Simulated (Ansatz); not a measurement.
```yaml
atoms:
  - { symbol: F, position_ang: [0.0000, 0.0000, -1.5884] }
  - { symbol: N, position_ang: [0.0000, 0.0000, 1.5760] }
  - { symbol: Si, position_ang: [0.0000, 0.0000, 0.0124] }
```

Geometry: PBE0-D3(BJ)/def2-SVP.

The calculation used isolated molecule in a Gaussian basis; Kohn-Sham density functional theory, functional PBE0 in Ansatz.

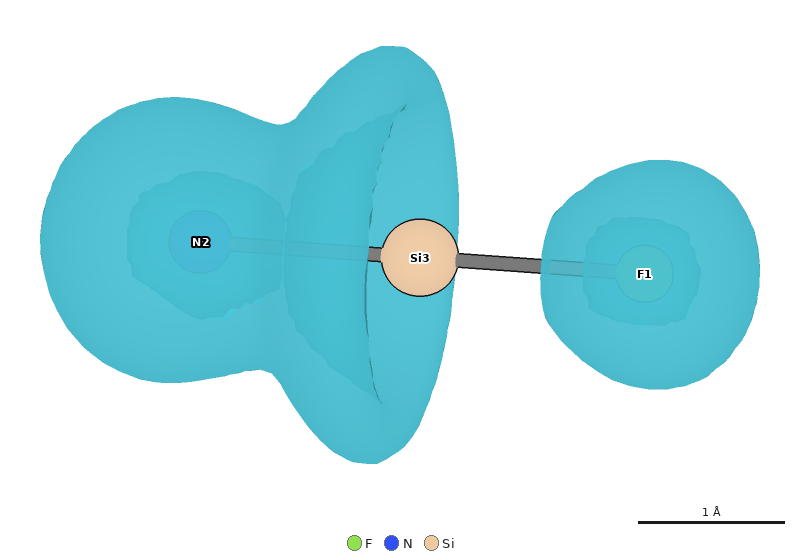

FNSi (SMILES N#[Si]F). Isosurface of the ELF at 0.75 (cyan), seen from one side. Core shells and regions of very low density are left out.

Question: What do the ELF domains correspond to?

Answer: The ELF exceeds this value in one region between bonded N–Si atoms (shared pairs) and one region wrapped around F (its lone pairs, merged into a ring or cap). Along the contacts the grid gives the following. Si–N (1.56 Å): the ELF peaks at about 0.75 in the valence shell of N, 0.7 Å from its nucleus, and is about 0.45 at the midpoint. Si–F (1.60 Å): the ELF peaks at about 0.85 in the valence shell of F, 0.6 Å from its nucleus, and is about 0.35 at the midpoint.
